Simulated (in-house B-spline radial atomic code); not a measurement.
System: the Mn⁶⁺ ion, configuration [Ar] 3d1 (high spin). All runs are scalar-relativistic, spin-polarised and spherical, computed with an in-house B-spline radial code (spin-free X2C). Hartree-Fock is the average over the configuration. Wanted, and plotted below: the eigenvalue (eV) of the 3d up orbital by 6 methods.

The deepest is Hartree-Fock (−119) and the shallowest SCAN (−107), a spread of 12.7 eV. In order (eV): Hartree-Fock (−119), OLYP (−108), LDA (PW92) (−107), PW91 (−107), revTPSS (−107), SCAN (−107). On the whole, exact exchange removes self-interaction and deepens occupied levels. The measured ionisation energy (NIST) is 119.2 eV, and minus the eigenvalue comes closest to it for Hartree-Fock.

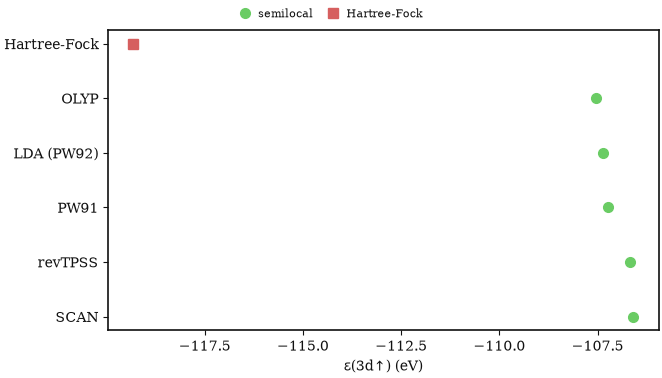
